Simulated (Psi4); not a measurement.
# AlH3Cl− (SMILES [H][Al-]([H])([H])[Cl]): PBE0/aug-cc-pVDZ

Aim: the energy change on altering one bond length of AlH3Cl− at PBE0/aug-cc-pVDZ, from 2 runs. 

Program for the calculation: Psi4 1.11.

6 further runs of the same task are left out: 4 that didn't finish, 2 set aside as unsound or not needed.

**1. The molecule**

AlH3Cl−: 5 atoms, total charge -1, spin state singlet. As SMILES, `[H][Al-]([H])([H])[Cl]`. The shape comes from GFN2-xTB, which is rough for such elements, and wasn't checked as a minimum.

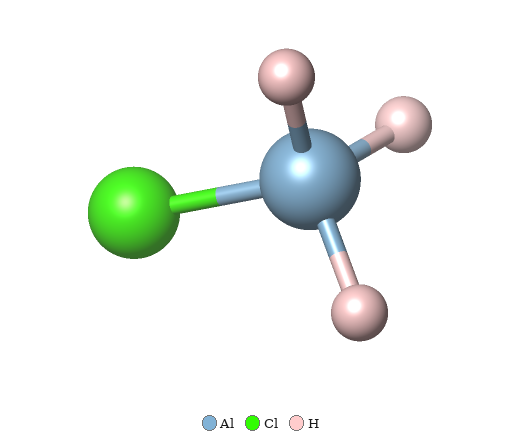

The structure, seen from a chosen angle (aluminium light blue, chlorine green, hydrogen pink).

**2. A single-point energy at PBE0/aug-cc-pVDZ**

Contents of alclh3.dat:

```
memory 1600 MB

molecule {
  -1 1
  Al
  Cl 1 2.096168
  H 1 1.608741 2 107.021
  H 1 1.607812 3 111.56814 2 116.91382
  H 1 1.608548 4 111.75907 3 -125.81606
  symmetry c1
  no_reorient
  no_com
}

set {
  basis                aug-cc-pVDZ
  puream               true
  e_convergence        1e-09
  d_convergence        1e-08
  scf_type             pk
  dft_radial_points    99
  dft_spherical_points 590
}

e, wfn = energy('pbe0', return_wfn=True)
print_variables()
```

On the command line:

```bash
$ psi4 alclh3.dat alclh3.out -n 1
```

alclh3.out (excerpt; [...] marks lines left out):

```text
[...]
  Running in c1 symmetry.
[...]
  Nuclear repulsion =   78.229439764932451
[...]
  Multiplicity = 1
[...]
  Nalpha       = 17
  Nbeta        = 17
[...]
    Number of basis functions: 81
[...]
   @RKS iter   1:  -704.16825094946273   -3.87351e-01   4.17690e-03 ADIIS/DIIS
[...]
   @RKS iter   9:  -704.26750173431424   -6.13909e-12   4.76073e-09 DIIS
[...]
    Orbital Energies [Eh]
    ---------------------
    Doubly Occupied:
       1A   -101.497920     2A    -55.949610     3A     -9.316699
       4A     -7.046997     5A     -7.043713     6A     -7.043709
       7A     -3.964343     8A     -2.496370     9A     -2.492649
      10A     -2.492643    11A     -0.632514    12A     -0.252077
      13A     -0.158142    14A     -0.158033    15A     -0.158019
      16A     -0.090501    17A     -0.090170
[...]
  @RKS Final Energy:  -704.26750173431424
   => Energetics <=
    Nuclear Repulsion Energy =             78.2294397649324509
    One-Electron Energy =               -1137.5757264467356435
    Two-Electron Energy =                 391.3266628376916287
    DFT Exchange-Correlation Energy =     -36.2478778902027585
    Empirical Dispersion Energy =           0.0000000000000000
    VV10 Nonlocal Energy =                  0.0000000000000000
    Total Energy =                       -704.2675017343142372
[...]
 Multipole Moments:
 ------------------------------------------------------------------------------------
     Multipole            Electronic (a.u.)      Nuclear  (a.u.)        Total (a.u.)
 ------------------------------------------------------------------------------------
 L = 1.  Multiply by 2.5417464519 to convert [e a0] to [Debye]
 Dipole X            :          0.0059606           -0.0035802            0.0023804
 Dipole Y            :         -0.0116574            0.0065023           -0.0051550
 Dipole Z            :          5.5206054           -4.3272118            1.1933936
 Magnitude           :                                                    1.1934071
[...]
```

Run time: 14 s. Hardware: 1 thread of Intel Xeon 6975P-C (Granite Rapids), shared host; peak memory 1 GiB.

**3. The distorted shape at the same level**

Contents of input.json:

```json
{
 "schema_name": "qcschema_input",
 "schema_version": 1,
 "molecule": {
  "schema_name": "qcschema_molecule",
  "schema_version": 2,
  "symbols": ["Al", "Cl", "H", "H", "H"],
  "geometry": [0.42942514, 0.75395159, 0.02186602, 0.46022768, 0.71846253, 3.98276977, 3.32930437, 0.77522991, -0.89045596, -1.03121977, 3.27478955, -0.84028373, -1.45151753, -2.50980196, -1.17193255],
  "molecular_charge": -1,
  "molecular_multiplicity": 1,
  "fix_symmetry": "c1"
 },
 "driver": "energy",
 "model": {
  "method": "pbe0",
  "basis": "aug-cc-pVDZ"
 },
 "keywords": {
  "puream": true,
  "e_convergence": 1e-09,
  "d_convergence": 1e-08,
  "scf_type": "pk",
  "dft_radial_points": 99,
  "dft_spherical_points": 590,
  "scf_properties": ["MAYER_INDICES", "QUADRUPOLE", "MULLIKEN_CHARGES"]
 }
}
```

On the command line:

```bash
$ psi4 --qcschema input.json -n 1 --memory 1600MB
```

stdout (excerpt; [...] marks lines left out):

```text
[...]
  Running in c1 symmetry.
[...]
  Nuclear repulsion =   76.856035344019404
[...]
  Multiplicity = 1
[...]
  Nalpha       = 17
  Nbeta        = 17
[...]
    Number of basis functions: 81
[...]
   @RKS iter   1:  -704.15803318564588   -4.34351e-01   3.95761e-03 DIIS/ADIIS
[...]
   @RKS iter  10:  -704.24642440073819   -2.04636e-12   3.64276e-09 DIIS
[...]
  @RKS Final Energy:  -704.24642440073819
   => Energetics <=
    Nuclear Repulsion Energy =             76.8560353440194035
    One-Electron Energy =               -1134.2957564419664322
    Two-Electron Energy =                 389.3864382718888351
    DFT Exchange-Correlation Energy =     -36.1931415746798422
    Empirical Dispersion Energy =           0.0000000000000000
    VV10 Nonlocal Energy =                  0.0000000000000000
    Total Energy =                       -704.2464244007380785
[...]
 Multipole Moments:
 ------------------------------------------------------------------------------------
     Multipole            Electronic (a.u.)      Nuclear  (a.u.)        Total (a.u.)
 ------------------------------------------------------------------------------------
 L = 1.  Multiply by 2.5417464519 to convert [e a0] to [Debye]
 Dipole X            :          0.5716607           -0.2390379            0.3326228
 Dipole Y            :          0.8803459           -0.3252607            0.5550852
 Dipole Z            :          5.9119256           -4.4613975            1.4505281
 Magnitude           :                                                    1.5883291
 L = 2.  Multiply by 1.3450342976 to convert [e a0^2] to [Debye ang]
 Quadrupole XX       :        -42.2822212           14.0983860          -28.1838352
 Quadrupole XY       :         -3.8573820            2.5056509           -1.3517311
[...]
  Mulliken Charges: (a.u.)
   Center  Symbol    Alpha    Beta     Spin     Total
       1    AL     6.51827  6.51827  0.00000 -0.03655
       2    CL     8.77045  8.77045  0.00000 -0.54090
       3     H     0.51147  0.51147  0.00000 -0.02293
       4     H     0.51122  0.51122  0.00000 -0.02244
       5     H     0.68859  0.68859  0.00000 -0.37718
   Total alpha = 17.00000, Total beta = 17.00000, Total charge = -1.00000
  Mayer Bond Indices:
[...]
```

The result, in JSON:

```text
{
 "driver": "energy",
 "model": {
  "method": "pbe0",
  "basis": "aug-cc-pVDZ"
 },
 "success": true,
 "return_result": -704.2464244007382,
 "properties": {
  "calcinfo_nbasis": 81,
  "calcinfo_nmo": 81,
  "calcinfo_nalpha": 17,
  "calcinfo_nbeta": 17,
  "calcinfo_natom": 5,
  "nuclear_repulsion_energy": 76.8560353440194,
  "return_energy": -704.2464244007382,
  "scf_one_electron_energy": -1134.2957564419664,
  "scf_two_electron_energy": 389.38643827188884,
  "scf_xc_energy": -36.19314157467984,
  "scf_dipole_moment": [0.33262280750121787, 0.555085207797374, 1.450528097507875],
  "scf_total_energy": -704.2464244007382,
  "scf_iterations": 10
 }
}
```

Wall time 15 s (1 thread of Intel Xeon 6975P-C (Granite Rapids), shared host); peak memory 1 GiB.

**4. Outcome**

Level: PBE0/aug-cc-pVDZ.

| quantity | value |
| --- | --- |
| first shape: total energy | -704.26750 Eh |
| first shape: HOMO energy | -2.45 eV |
| first shape: LUMO energy | 3.14 eV |
| first shape: HOMO–LUMO gap (to an unbound level, set by the basis) | 5.59 eV |
| distorted shape: total energy | -704.24642 Eh |
| distorted shape: HOMO energy | -2.04 eV |
| distorted shape: LUMO energy | 3.10 eV |
| distorted shape: HOMO–LUMO gap (to an unbound level, set by the basis) | 5.14 eV |
| energy change with the Al1–H5 bond stretched from 1.609 to 2.091 Å | 0.574 eV |

In words: With the Al1–H5 bond stretched from 1.609 to 2.091 Å the energy rises by 0.57 eV (13.2 kcal/mol). The first shape isn't relaxed at this level, so the change isn't measured from a minimum.
